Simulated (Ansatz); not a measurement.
## GaBNH₅: single-point calculation

The run: single-point calculation of GaBNH₅, SMILES B[NH][GaH2]. Method and program: RKS PBE0-D4/def2-TZVPP (Ansatz 0.2.0).

The geometry comes from this level: PBE0-D4/def2-TZVP.

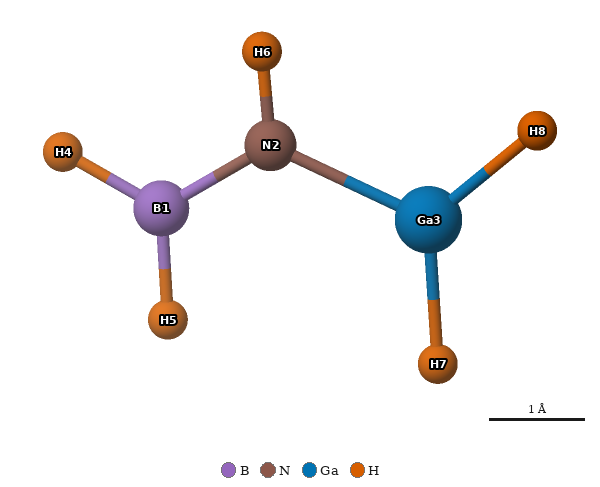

**Figure 1.** The structure as given in the input (ball-and-stick view, seen at a tilt; atoms are numbered from 1 in the order of the input). Sticks mark near contacts. Bond lengths as drawn: B–H 1.20 Å, B–N 1.40 Å, Ga–H 1.56 Å, Ga–N 1.85 Å and H–N 1.01 Å.

Key numbers

```tsv
quantity	value
outcome	converged
total energy	−54617.7901 eV
mean-field energy	−54617.6807 eV
dispersion energy	−0.1095 eV
SCF solution under orbital rotations	stable
HOMO	−8.38 eV
LUMO	−1.46 eV
hardware	2 CPU threads, shared host
wall time	1.9 s (CPU time 3.5 s)
peak memory	0.41 GiB
```

Input file
```yaml
crystal:
  periodic: [false, false, false]
  atoms:
    - {symbol: B, position_ang: [-0.727586, 0.942984, -0.767421]}
    - {symbol: N, position_ang: [-0.464140, 0.159657, 0.362012]}
    - {symbol: Ga, position_ang: [0.966816, -1.005474, 0.543301]}
    - {symbol: H, position_ang: [-1.682462, 1.670425, -0.793699]}
    - {symbol: H, position_ang: [0.016813, 0.874285, -1.707052]}
    - {symbol: H, position_ang: [-1.108323, 0.239061, 1.136520]}
    - {symbol: H, position_ang: [1.936623, -1.099283, -0.670539]}
    - {symbol: H, position_ang: [1.062249, -1.781655, 1.896899]}
basis:
  gaussian: {orbitals: def2-TZVPP}
hamiltonian: {xc: pbe0, dispersion: d4}
output: {orbitals: {seedname: orbitals}}
```

Output
```
Functional definition: PBE0
  name "PBE0"
  cite "Adamo & Barone, J. Chem. Phys. 110, 6158 (1999) doi:10.1063/1.478522"
  cite "Perdew, Burke & Ernzerhof, Phys. Rev. Lett. 77, 3865 (1996) doi:10.1103/PhysRevLett.77.3865"
  parent pbe
  parameter a = 0.25
  parameter kappa = 0.804
  parameter beta = 0.06672455060314922
  exchange = (1 - a)*pbe_x(kappa = kappa, mu = beta*pi^2/3) + a*exact_x
  correlation = pbe_c(beta = beta)
1032 factors; their error is unknown
mean field evaluation 1: about -54610.2074 eV, gradient 6.3e1 eV
mean field evaluation 2: about -54590.2829 eV, gradient 1.1e2 eV
mean field evaluation 4: about -54617.4572 eV, gradient 4.8e0 eV
mean field evaluation 8: about -54617.4929 eV, gradient 2.4e-1 eV
mean field evaluation 16: about -54617.6806 eV, gradient 4.3e-5 eV
mean field -54617.68063162 eV, -2007.1627420183 hartree, gradient 4.3e-5 eV, S^2 0.000000; 0 other end points of the search recorded, 0 dependent functions left out
reference -54617.68066492 eV, -2007.1627432423 hartree; 24, 24 occupied and 156, 156 virtual orbitals, 1032 factors
Total energy: -54617.79012419 eV, -2007.1667657962 hartree
```

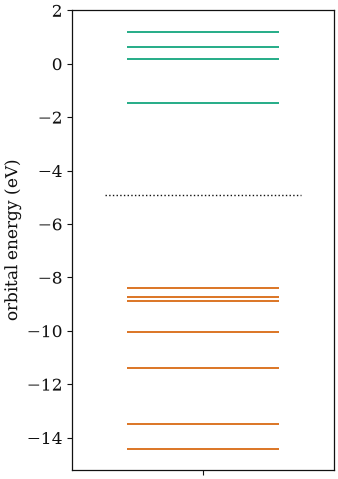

**Figure 2.** Orbital energies near the frontier; the dotted line parts filled from empty levels, and levels within 0.02 eV of each other stand side by side. Highest filled −8.38 eV, lowest empty −1.46 eV, 6.92 eV apart.
